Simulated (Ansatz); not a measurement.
# H9PW: what the fields show

Input file:

```
crystal:
  periodic: [false, false, false]
  atoms:
    - { symbol: W, position_ang: [0.268191, -0.443884, 0.079468] }
    - { symbol: H, position_ang: [-0.044403, -0.255191, 1.753934] }
    - { symbol: H, position_ang: [1.748249, 0.114248, -0.542004] }
    - { symbol: H, position_ang: [0.118553, 0.880404, -0.906253] }
    - { symbol: H, position_ang: [-0.929617, 0.65739, 0.402896] }
    - { symbol: H, position_ang: [-0.201345, -1.962191, -0.553732] }
    - { symbol: H, position_ang: [-1.043022, -0.368837, -0.929107] }
    - { symbol: P, position_ang: [1.896703, 2.357694, 1.724317] }
    - { symbol: H, position_ang: [2.984238, 1.432205, 1.723932] }
    - { symbol: H, position_ang: [2.013942, 2.634318, 0.331019] }
    - { symbol: H, position_ang: [0.895612, 1.343644, 1.57453] }
basis:
  gaussian: { orbitals: def2-SVP }
hamiltonian:
  xc: pbe0
  dispersion: d4
relax:
  f_tol: 0.03
  max_steps: 50
output:
  orbitals: {}
```

Run with:

```sh
ansatz run input.yaml --threads 2 --pin off --max-ram 3072MiB --backend cpu --events-out ev --progress --plain --runs-dir out
```

The fields are those of the run's last geometry, not of the input's.

Core potentials replace the inner electrons of W.

These are results of RKS PBE0-D4/def2-SVP (Ansatz), not measurements.

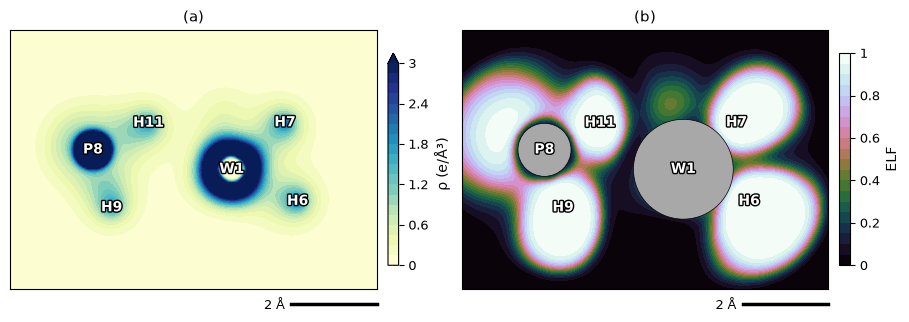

Figure 1. (a) electron density; (b) electron localisation function on the plane of atoms H6, W1 and H7. Grey discs cover the atomic cores in the ELF map.

> Describe what can be read from this map.

- Atoms in the plane: W, H and P.
- P–W (3.28 Å): ρ is about 0.18 e/Å³ halfway, with its minimum of 0.16 e/Å³ about 1.8 Å from P; the ELF peaks at about 0.75 in the valence shell of P, 1.1 Å from its nucleus, and drops to about 0.05 between the two atoms.
- P–H (1.43 Å): ρ is about 1 e/Å³ halfway; the ELF climbs to about 1 towards the hydrogen, as it does in any bond to H.
- W–H (1.66 Å): ρ is about 1.7 e/Å³ halfway; the ELF climbs to about 1 towards the hydrogen.

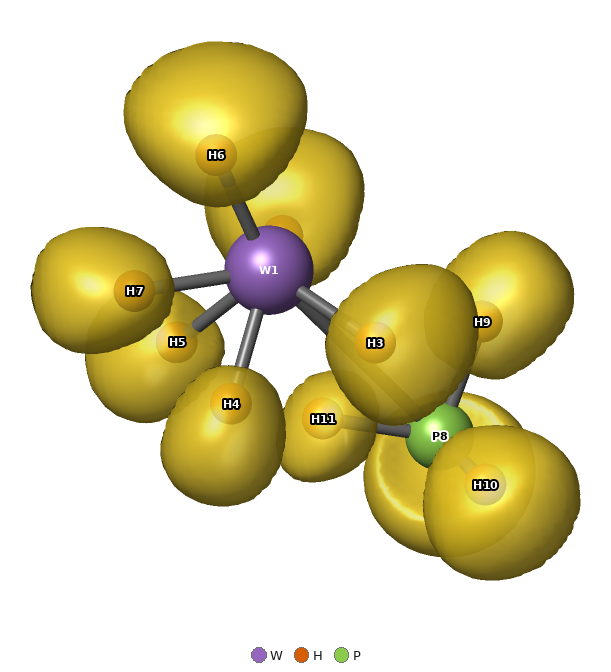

Figure 2. Isosurface of the ELF at 0.9 (yellow), seen at an oblique angle. Core shells and regions of very low density are left out.

> Identify the bonds, lone pairs and shells in this picture.

At this value the surface marks out nine regions around hydrogen nuclei and one lobe on P, pointing away from the bonds (lone pairs).

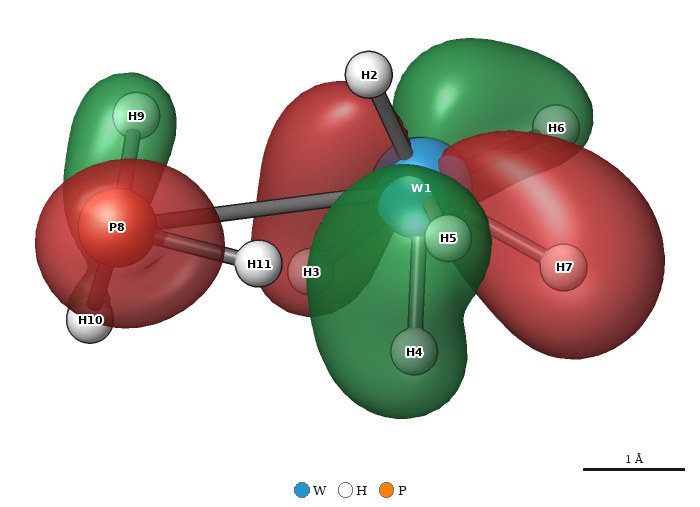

Figure 3. The HOMO−1 at ±0.1 Å⁻³ᐟ² (green and red are the two phases), seen at a tilt.

> Describe this orbital and give its energy.

Its weight (Hirshfeld) is mainly on W1 (about 50 %), H7 (about 15 %), P8 (about 10 %) and H4 (about 5 %). Its energy is −8.30 eV.
